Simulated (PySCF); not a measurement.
# Geometry relaxation of C₅H₇BF₂GaN

- system: C₅H₇BF₂GaN
- method: PBE0-D3(BJ)/def2-SVP geometry optimisation, gas phase (PySCF 2.14.0)

It belongs to a series of runs on one base structure; here: H on C replaced by BF2.

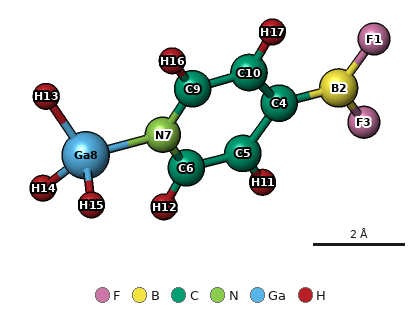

Fig. 1: The structure as given in the input (ball-and-stick view, seen at a tilt; atoms are numbered from 1 in the order of the input). Sticks mark near contacts.

**Summary**

| quantity | value |
| --- | --- |
| outcome | converged |
| total energy | −2397.658583 hartree |
| dipole moment | 4.85 D |
| point group | C1 |
| hardware | 1 CPU thread, shared host |
| wall time | 6.9 min |
| peak memory | 0.9 GiB |

**Input**
```
{"job": {"xc": "PBE0", "basis": "def2-SVP", "d3": "d3bj", "grid": 1, "shake": 0.03, "kind": "geom"}, "charge": 0, "multiplicity": 1}
F      3.968900     1.324410    -0.045670
B      3.215410     0.138790     0.208060
F      3.956870    -1.033580     0.477200
C      1.762340     0.084040     0.186200
C      0.999670    -1.152290     0.430710
C     -0.399800    -1.163810     0.434930
N     -1.080150    -0.063130     0.158350
Ga    -2.981270    -0.124270     0.156740
C     -0.498070     1.148680    -0.034190
C      0.893640     1.212520    -0.051450
H      1.539940    -2.042130     0.712140
H     -0.872300    -2.112140     0.672930
H     -3.705680     0.975020    -0.888500
H     -3.555170    -1.606020    -0.247060
H     -3.576730     0.146050     1.656920
H     -1.078310     2.062070    -0.280870
H      1.382150     2.205210    -0.292910
```

The first line tells a small driver script what to run in PySCF; the rest is the geometry in Å.

Run as:
```bash
OMP_NUM_THREADS=1 python <driver script> task.json out
```

**The program's output**
```
step   0  E = -2397.59899656  max force = 0.130480
step   1  E = -2397.64489056  max force = 0.039272
step   2  E = -2397.64792294  max force = 0.045459
step   3  E = -2397.65442506  max force = 0.026478
step   4  E = -2397.65292611  max force = 0.039308
step   5  E = -2397.65837531  max force = 0.006047
step   6  E = -2397.65841192  max force = 0.004701
step   7  E = -2397.65853438  max force = 0.001678
step   8  E = -2397.65856540  max force = 0.000822
step   9  E = -2397.65857314  max force = 0.000515
step  10  E = -2397.65857504  max force = 0.000729
step  11  E = -2397.65857724  max force = 0.000811
step  12  E = -2397.65858019  max force = 0.000510
step  13  E = -2397.65858255  max force = 0.000152
optimisation converged
```

**Trajectory as extended XYZ (Å, eV, eV/Å), 14 frames, from step=0 to step=13**
```
17
Properties=species:S:1:pos:R:3:forces:R:3 step=0 energy=-65241.99182
F     3.9689    1.3244   -0.0457   -2.0843  -3.2334   0.7199
B     3.2154    0.1388    0.2081    6.7095   0.1944  -0.0417
F     3.9569   -1.0336    0.4772   -1.6502   2.9569  -0.6490
C     1.7623    0.0840    0.1862   -6.6745  -0.9671   0.0361
C     0.9997   -1.1523    0.4307    1.2383   2.3033   0.0787
C    -0.3998   -1.1638    0.4349    2.3172   0.0352  -0.1576
N    -1.0801   -0.0631    0.1583    0.1470   1.4463   0.1263
Ga   -2.9813   -0.1243    0.1567   -4.3582  -0.1302  -0.2127
C    -0.4981    1.1487   -0.0342    1.2617  -1.0141  -0.4497
C     0.8936    1.2125   -0.0515    1.9128   0.7101  -0.1736
H     1.5399   -2.0421    0.7121    0.2241  -0.5120  -0.0620
H    -0.8723   -2.1121    0.6729   -0.7453   0.0703  -0.1459
H    -3.7057    0.9750   -0.8885    0.9944  -0.3962   0.5098
H    -3.5552   -1.6060   -0.2471    0.7702   0.3049   0.0437
H    -3.5767    0.1461    1.6569    0.6858   0.0773  -0.2884
H    -1.0783    2.0621   -0.2809   -0.1709  -0.8308   0.2897
H     1.3821    2.2052   -0.2929   -0.5776  -1.0148   0.3763
17
Properties=species:S:1:pos:R:3:forces:R:3 step=1 energy=-65243.24066
F     3.9619    1.1872    0.0017   -0.6699  -0.3688   0.0629
B     3.2046    0.1132    0.2228    2.0195   0.3034   0.0218
F     3.8854   -0.9993    0.5009   -0.5817   0.4199  -0.1434
C     1.6723    0.1338    0.1784    0.0957  -0.3482   0.0775
C     1.0551   -1.1028    0.4303   -0.3365   0.7216   0.0281
C    -0.3323   -1.1612    0.4198   -0.0018  -1.2455   0.2170
N    -1.1058   -0.1112    0.1671    1.6240   0.4246  -0.0012
Ga   -3.1034   -0.1016    0.1681   -1.9914  -0.2375   0.1078
C    -0.4739    1.0462   -0.0568   -0.7789   1.6408  -0.5096
C     0.8918    1.2737   -0.0755    0.0077  -1.4542   0.2606
H     1.6537   -1.9855    0.6681   -0.1051   0.0236  -0.0984
H    -0.8344   -2.1098    0.6235   -0.1762   0.0093  -0.0352
H    -3.5768    1.0123   -0.8701    0.4431   0.0254   0.0069
H    -3.5724   -1.5721   -0.2369    0.3960  -0.0207  -0.0229
H    -3.5402    0.2402    1.6660    0.3670   0.0447  -0.0106
H    -1.1401    1.8823   -0.2687   -0.1829   0.1268  -0.0046
H     1.3261    2.2540   -0.2852   -0.1284  -0.0651   0.0433
17
Properties=species:S:1:pos:R:3:forces:R:3 step=2 energy=-65243.32317
F     3.7915    1.2883   -0.0221    0.9978   1.7111  -0.3710
B     3.2501    0.1574    0.2203   -2.3376  -0.6561   0.1067
F     3.9782   -0.8703    0.4774    0.9527  -1.1977   0.2662
C     1.6707    0.0200    0.2098    0.8783   0.6209  -0.0902
C     0.9959   -1.1462    0.4496   -0.3075  -1.2760   0.2611
C    -0.3882   -1.1179    0.4037   -0.7155  -0.0009  -0.0153
N    -1.0953   -0.0057    0.1434   -0.3282  -0.3970   0.0370
Ga   -3.1646   -0.1442    0.1911   -0.2714  -0.1199   0.2151
C    -0.4932    1.1632   -0.0985    0.6382  -1.7688   0.4450
C     0.8887    1.1294   -0.0507    0.1653   1.9350  -0.4280
H     1.5279   -2.0787    0.6698   -0.1595   0.0562  -0.0244
H    -1.0039   -2.0101    0.5723    0.1563   0.0404   0.0021
H    -3.4971    0.9585   -0.8489   -0.1126   0.3553  -0.3312
H    -3.3472   -1.6491   -0.2238    0.0145  -0.1818  -0.0362
H    -3.4175    0.2149    1.7030   -0.0274   0.0199   0.1618
H    -1.1152    2.0311   -0.3073    0.0044   0.1281  -0.0385
H     1.3906    2.0590   -0.2355    0.4522   0.7314  -0.1604
17
Properties=species:S:1:pos:R:3:forces:R:3 step=3 energy=-65243.50010
F     3.8507    1.2982   -0.0365    0.2396   0.0354   0.0144
B     3.2532    0.1588    0.2119   -0.8331  -0.3435   0.0135
F     3.9543   -0.9207    0.4566    0.3017   0.0164   0.0006
C     1.6801    0.0747    0.2025   -0.1934   0.1464  -0.0118
C     0.9610   -1.1063    0.4472    0.7289  -1.0941   0.2258
C    -0.4259   -1.1938    0.4290    0.6529   1.3616  -0.3088
N    -1.0987   -0.0661    0.1642   -0.0480   0.0270   0.0001
Ga   -3.1815   -0.1345    0.1938   -0.2889   0.1093  -0.0034
C    -0.4563    1.0891   -0.0721   -0.5352  -0.0063  -0.0166
C     0.9253    1.2204   -0.0665   -0.1799  -0.3161   0.0875
H     1.5135   -2.0247    0.6561    0.1252  -0.0321   0.0237
H    -1.0035   -2.1078    0.6010    0.1016   0.0850  -0.0029
H    -3.4613    1.0004   -0.8736   -0.0375   0.0195  -0.0181
H    -3.3902   -1.6459   -0.2273    0.0182  -0.0336   0.0018
H    -3.4299    0.2333    1.7140   -0.0208  -0.0096   0.0190
H    -1.1126    1.9380   -0.2807    0.0046   0.0375  -0.0156
H     1.3932    2.1862   -0.2661   -0.0360  -0.0028  -0.0092
17
Properties=species:S:1:pos:R:3:forces:R:3 step=4 energy=-65243.45931
F     3.9244    1.2345   -0.0295   -0.6522  -0.7633   0.1790
B     3.2260    0.1167    0.2064    1.2854   0.4520  -0.1332
F     3.9432   -0.9831    0.4390   -0.5947   0.5748  -0.1115
C     1.6707    0.0907    0.1978    0.0888  -0.3810   0.0782
C     1.0449   -1.1576    0.4590   -0.5386   2.0213  -0.4404
C    -0.3455   -1.1201    0.4204   -0.5225  -1.3755   0.2791
N    -1.1132   -0.0565    0.1714    1.0797   0.3033   0.0028
Ga   -3.1998   -0.1285    0.1970   -0.5564  -0.0294  -0.0795
C    -0.5007    1.1086   -0.0636    0.0200   0.4705  -0.2104
C     0.8854    1.2403   -0.0682    0.3013  -0.6111   0.1664
H     1.5974   -2.0750    0.6685   -0.0348   0.0732  -0.0183
H    -0.9060   -2.0379    0.6008   -0.1292  -0.1510   0.0211
H    -3.5383    1.0124   -0.8848    0.1663  -0.1949   0.2064
H    -3.4188   -1.6503   -0.2243    0.0798   0.1159   0.0207
H    -3.4911    0.2252    1.7230    0.0902   0.0035  -0.1098
H    -1.1569    1.9604   -0.2795    0.0604  -0.0772   0.0456
H     1.3498    2.2195   -0.2799   -0.1435  -0.4311   0.1038
17
Properties=species:S:1:pos:R:3:forces:R:3 step=5 energy=-65243.60760
F     3.8849    1.2578   -0.0296   -0.1156  -0.0453   0.0156
B     3.2373    0.1346    0.2025    0.1278   0.0461  -0.0198
F     3.9574   -0.9426    0.4333   -0.1075  -0.0153  -0.0011
C     1.6755    0.0745    0.1991    0.0755  -0.0035  -0.0071
C     1.0056   -1.1291    0.4493   -0.0317   0.0803  -0.0076
C    -0.3831   -1.1478    0.4239   -0.0845  -0.0473  -0.0037
N    -1.1058   -0.0517    0.1687    0.3110   0.0329   0.0379
Ga   -3.2050   -0.1302    0.1996   -0.2538   0.0055  -0.0222
C    -0.4835    1.1083   -0.0679   -0.0135  -0.0399  -0.0588
C     0.9020    1.2116   -0.0635    0.0254   0.0286   0.0098
H     1.5590   -2.0465    0.6590   -0.0061  -0.0013  -0.0016
H    -0.9528   -2.0635    0.6040   -0.0007  -0.0004  -0.0048
H    -3.5055    1.0042   -0.8735    0.0354  -0.0464   0.0554
H    -3.3932   -1.6482   -0.2223    0.0205   0.0275   0.0068
H    -3.4657    0.2289    1.7225    0.0172   0.0023  -0.0273
H    -1.1301    1.9640   -0.2821    0.0128  -0.0023   0.0170
H     1.3746    2.1750   -0.2695   -0.0123  -0.0215   0.0116
17
Properties=species:S:1:pos:R:3:forces:R:3 step=6 energy=-65243.60859
F     3.8756    1.2412   -0.0226    0.1446  -0.0581   0.0101
B     3.2353    0.1164    0.2022   -0.2417   0.0210   0.0024
F     3.9205   -0.9809    0.4326    0.1351   0.0713  -0.0188
C     1.6743    0.0746    0.1955    0.0916  -0.0083  -0.0007
C     1.0010   -1.1262    0.4452   -0.0446   0.0040  -0.0050
C    -0.3871   -1.1421    0.4211   -0.0266   0.0385  -0.0107
N    -1.0984   -0.0395    0.1672    0.0944  -0.0145   0.0066
Ga   -3.2098   -0.1268    0.2057   -0.0955  -0.0020   0.0069
C    -0.4746    1.1176   -0.0743   -0.0105  -0.0328   0.0091
C     0.9109    1.2181   -0.0668   -0.0296  -0.0487   0.0060
H     1.5516   -2.0458    0.6533    0.0026   0.0095  -0.0032
H    -0.9630   -2.0540    0.5998   -0.0014  -0.0010   0.0017
H    -3.4995    1.0017   -0.8651   -0.0152   0.0197  -0.0135
H    -3.3772   -1.6451   -0.2138   -0.0056  -0.0035   0.0018
H    -3.4559    0.2360    1.7271   -0.0090   0.0007   0.0064
H    -1.1196    1.9750   -0.2844    0.0002   0.0050   0.0019
H     1.3873    2.1792   -0.2690    0.0112  -0.0009  -0.0010
17
Properties=species:S:1:pos:R:3:forces:R:3 step=7 energy=-65243.61192
F     3.8847    1.2404   -0.0232    0.0362   0.0242  -0.0067
B     3.2379    0.1191    0.2007   -0.0863  -0.0084   0.0088
F     3.9390   -0.9687    0.4285    0.0317  -0.0234  -0.0011
C     1.6771    0.0704    0.1957    0.0282  -0.0015  -0.0024
C     0.9992   -1.1284    0.4450    0.0051  -0.0206   0.0008
C    -0.3894   -1.1440    0.4214    0.0037   0.0324  -0.0088
N    -1.1003   -0.0416    0.1681    0.0746  -0.0055   0.0042
Ga   -3.2162   -0.1226    0.2059   -0.0762  -0.0051   0.0072
C    -0.4740    1.1137   -0.0734   -0.0089  -0.0078   0.0061
C     0.9118    1.2126   -0.0659   -0.0119  -0.0095  -0.0030
H     1.5483   -2.0488    0.6530    0.0036  -0.0001  -0.0012
H    -0.9654   -2.0558    0.6004    0.0045  -0.0038   0.0028
H    -3.5025    1.0067   -0.8649   -0.0093   0.0194  -0.0133
H    -3.3871   -1.6404   -0.2135   -0.0024  -0.0034   0.0011
H    -3.4624    0.2408    1.7270   -0.0043   0.0019   0.0067
H    -1.1174    1.9724   -0.2832    0.0047   0.0075   0.0011
H     1.3882    2.1738   -0.2682    0.0069   0.0039  -0.0023
17
Properties=species:S:1:pos:R:3:forces:R:3 step=8 energy=-65243.61277
F     3.8911    1.2307   -0.0247   -0.0036   0.0050   0.0007
B     3.2397    0.1108    0.1979   -0.0055  -0.0097  -0.0044
F     3.9413   -0.9785    0.4213   -0.0012  -0.0082   0.0023
C     1.6797    0.0648    0.1939    0.0011   0.0058  -0.0022
C     0.9983   -1.1318    0.4433    0.0070  -0.0269   0.0057
C    -0.3905   -1.1430    0.4221   -0.0025   0.0111  -0.0053
N    -1.0998   -0.0393    0.1705    0.0420  -0.0019   0.0033
Ga   -3.2235   -0.1125    0.2084   -0.0423   0.0018  -0.0012
C    -0.4701    1.1139   -0.0717   -0.0022   0.0000   0.0033
C     0.9161    1.2083   -0.0666   -0.0027   0.0146  -0.0053
H     1.5453   -2.0537    0.6504   -0.0010  -0.0032  -0.0009
H    -0.9677   -2.0540    0.6022    0.0021  -0.0004   0.0009
H    -3.5068    1.0189   -0.8633    0.0018   0.0022   0.0019
H    -3.3975   -1.6303   -0.2108    0.0001   0.0012   0.0001
H    -3.4689    0.2513    1.7299    0.0009   0.0024   0.0019
H    -1.1101    1.9756   -0.2799    0.0033   0.0031   0.0006
H     1.3951    2.1682   -0.2694    0.0026   0.0030  -0.0013
17
Properties=species:S:1:pos:R:3:forces:R:3 step=9 energy=-65243.61298
F     3.8980    1.2115   -0.0258   -0.0144   0.0104  -0.0079
B     3.2407    0.0942    0.1926    0.0265  -0.0075   0.0111
F     3.9388   -0.9977    0.4150   -0.0107  -0.0130  -0.0017
C     1.6812    0.0556    0.1896   -0.0153  -0.0046  -0.0067
C     0.9943   -1.1382    0.4399    0.0074   0.0044  -0.0014
C    -0.3947   -1.1410    0.4219    0.0023   0.0041   0.0000
N    -1.0982   -0.0331    0.1734   -0.0179  -0.0013   0.0000
Ga   -3.2317   -0.0962    0.2139    0.0174   0.0033   0.0003
C    -0.4634    1.1168   -0.0701    0.0015  -0.0014   0.0037
C     0.9233    1.2037   -0.0691    0.0066   0.0025   0.0017
H     1.5369   -2.0632    0.6452   -0.0010  -0.0006  -0.0008
H    -0.9759   -2.0492    0.6032   -0.0017   0.0020  -0.0008
H    -3.5067    1.0373   -0.8575    0.0005   0.0009   0.0013
H    -3.4083   -1.6134   -0.2060   -0.0025   0.0029   0.0000
H    -3.4714    0.2685    1.7358    0.0001   0.0015   0.0005
H    -1.0986    1.9828   -0.2756   -0.0005  -0.0016   0.0003
H     1.4072    2.1611   -0.2727    0.0015  -0.0019   0.0003
17
Properties=species:S:1:pos:R:3:forces:R:3 step=10 energy=-65243.61303
F     3.9007    1.1957   -0.0337   -0.0060  -0.0062   0.0033
B     3.2420    0.0795    0.1875    0.0220  -0.0128  -0.0090
F     3.9367   -1.0155    0.4065   -0.0051   0.0096   0.0024
C     1.6826    0.0463    0.1870   -0.0210   0.0006   0.0026
C     0.9906   -1.1442    0.4382    0.0017   0.0069  -0.0029
C    -0.3986   -1.1398    0.4230   -0.0010  -0.0157   0.0032
N    -1.0978   -0.0288    0.1767   -0.0294   0.0009   0.0005
Ga   -3.2355   -0.0795    0.2178    0.0375   0.0004   0.0011
C    -0.4576    1.1179   -0.0669    0.0022   0.0120  -0.0035
C     0.9295    1.1980   -0.0692    0.0043   0.0031   0.0018
H     1.5290   -2.0719    0.6419   -0.0031  -0.0017  -0.0008
H    -0.9836   -2.0453    0.6050   -0.0022   0.0004  -0.0008
H    -3.5030    1.0563   -0.8532    0.0022  -0.0002   0.0017
H    -3.4201   -1.5954   -0.2031   -0.0021   0.0030  -0.0002
H    -3.4727    0.2859    1.7400    0.0012   0.0013  -0.0002
H    -1.0888    1.9872   -0.2706   -0.0004  -0.0002   0.0003
H     1.4179    2.1531   -0.2733   -0.0008  -0.0014   0.0005
17
Properties=species:S:1:pos:R:3:forces:R:3 step=11 energy=-65243.61309
F     3.9048    1.1758   -0.0387   -0.0054  -0.0138   0.0017
B     3.2420    0.0619    0.1826    0.0183   0.0009  -0.0009
F     3.9322   -1.0356    0.4032   -0.0042   0.0122  -0.0028
C     1.6823    0.0368    0.1834   -0.0024   0.0007   0.0001
C     0.9850   -1.1503    0.4349   -0.0056   0.0046  -0.0015
C    -0.4041   -1.1384    0.4225   -0.0001  -0.0096   0.0024
N    -1.0974   -0.0232    0.1787   -0.0417   0.0022  -0.0012
Ga   -3.2354   -0.0619    0.2231    0.0365   0.0026  -0.0002
C    -0.4520    1.1206   -0.0655    0.0056   0.0028  -0.0023
C     0.9355    1.1931   -0.0705    0.0018  -0.0004   0.0022
H     1.5190   -2.0810    0.6368   -0.0018  -0.0016  -0.0008
H    -0.9937   -2.0410    0.6050   -0.0037   0.0014  -0.0013
H    -3.4976    1.0763   -0.8469    0.0026  -0.0017   0.0033
H    -3.4306   -1.5763   -0.1987   -0.0005   0.0027   0.0000
H    -3.4686    0.3040    1.7458    0.0018   0.0010  -0.0006
H    -1.0791    1.9933   -0.2672   -0.0006  -0.0019   0.0009
H     1.4290    2.1455   -0.2748   -0.0006  -0.0020   0.0010
17
Properties=species:S:1:pos:R:3:forces:R:3 step=12 energy=-65243.61317
F     3.9041    1.1735   -0.0396    0.0019  -0.0054   0.0001
B     3.2418    0.0597    0.1820   -0.0005  -0.0001  -0.0004
F     3.9319   -1.0375    0.4026    0.0012   0.0031  -0.0012
C     1.6819    0.0349    0.1832    0.0008  -0.0012   0.0003
C     0.9834   -1.1517    0.4345   -0.0030   0.0035  -0.0011
C    -0.4057   -1.1387    0.4223    0.0014  -0.0041   0.0012
N    -1.0979   -0.0227    0.1788   -0.0262   0.0010  -0.0017
Ga   -3.2334   -0.0588    0.2238    0.0250   0.0017   0.0007
C    -0.4515    1.1205   -0.0654    0.0022   0.0011  -0.0012
C     0.9360    1.1919   -0.0705    0.0008  -0.0022   0.0022
H     1.5164   -2.0829    0.6361   -0.0011  -0.0007  -0.0009
H    -0.9963   -2.0406    0.6047   -0.0019   0.0009  -0.0012
H    -3.4943    1.0797   -0.8459    0.0004   0.0005   0.0017
H    -3.4315   -1.5727   -0.1981   -0.0012   0.0018   0.0002
H    -3.4655    0.3074    1.7466    0.0003   0.0010   0.0002
H    -1.0780    1.9936   -0.2669   -0.0003  -0.0001   0.0004
H     1.4302    2.1439   -0.2747    0.0002  -0.0008   0.0007
17
Properties=species:S:1:pos:R:3:forces:R:3 step=13 energy=-65243.61323
F     3.9052    1.1657   -0.0413    0.0008  -0.0026   0.0000
B     3.2415    0.0528    0.1806   -0.0030   0.0020  -0.0009
F     3.9304   -1.0451    0.4009    0.0005  -0.0013  -0.0003
C     1.6813    0.0307    0.1822    0.0043  -0.0006   0.0002
C     0.9803   -1.1544    0.4332   -0.0018  -0.0013   0.0001
C    -0.4088   -1.1385    0.4216    0.0009   0.0007   0.0004
N    -1.0986   -0.0208    0.1789   -0.0078   0.0014  -0.0031
Ga   -3.2310   -0.0511    0.2260    0.0067   0.0007   0.0016
C    -0.4496    1.1212   -0.0652    0.0003  -0.0011   0.0006
C     0.9380    1.1894   -0.0707   -0.0007  -0.0013   0.0013
H     1.5113   -2.0870    0.6342   -0.0005  -0.0007  -0.0009
H    -1.0015   -2.0390    0.6039   -0.0009   0.0003  -0.0010
H    -3.4903    1.0883   -0.8430   -0.0002   0.0020   0.0006
H    -3.4354   -1.5641   -0.1961   -0.0005   0.0011   0.0003
H    -3.4611    0.3154    1.7490    0.0002   0.0010   0.0006
H    -1.0745    1.9956   -0.2661    0.0010  -0.0002   0.0003
H     1.4342    2.1404   -0.2746    0.0007   0.0001   0.0004
```

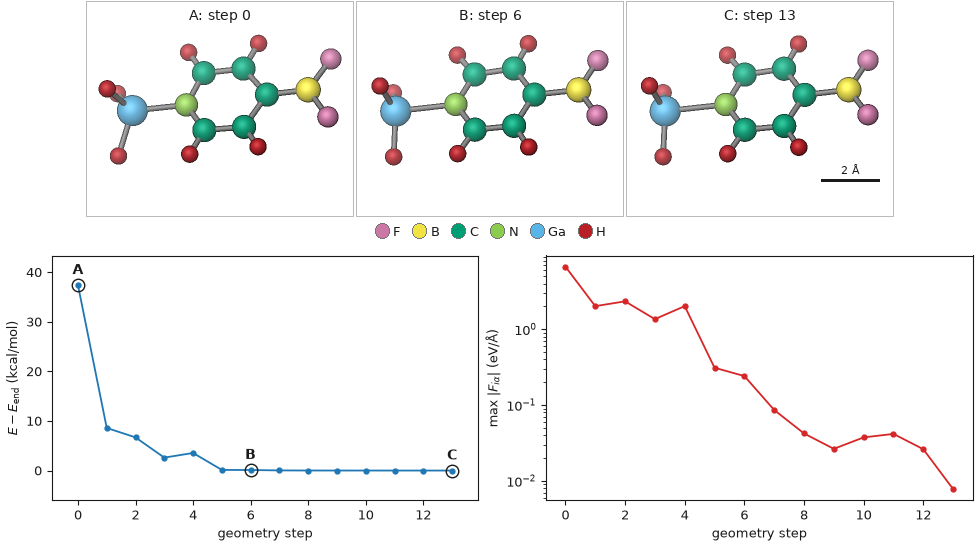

Fig. 2: Frames of the relaxation (ball-and-stick view, seen at a tilt) above the curves, on which the letters mark them (steps are counted from 0).

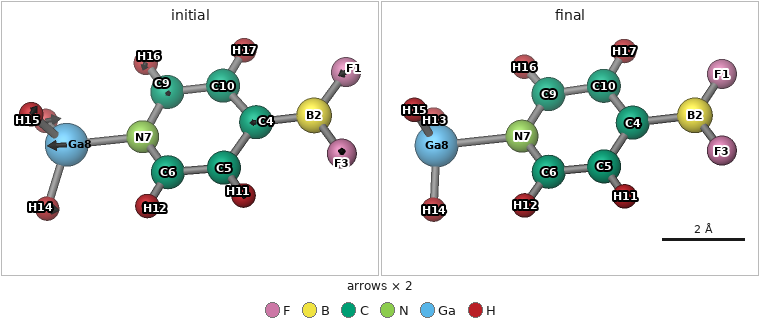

Fig. 3: Before (left) and after (right) the relaxation, at one scale (ball-and-stick view, seen at a tilt). The black arrows give the displacements, magnified 2 times. Ga8 moves most after the best rigid fit: 0.25 Å. Largest moves by element: Ga 0.25 Å, H 0.20 Å, F 0.12 Å, C 0.08 Å, B 0.03 Å, N 0.02 Å. Among the contacts that change: N7–Ga8 1.902 → 2.133 Å, F1–B2 1.428 → 1.315 Å, B2–C4 1.454 → 1.560 Å, B2–F3 1.413 → 1.315 Å. Among the angles that change: N7–Ga8–H13 114.2° → 98.0°, N7–Ga8–H14 112.3° → 97.9°, H14–Ga8–H15 104.3° → 117.3°. After 13 geometry steps the energy has fallen by 37.4 kcal/mol. The largest force component goes from 6.7 to 0.0078 eV/Å. (Atoms are counted from 1 in the order of the input.)
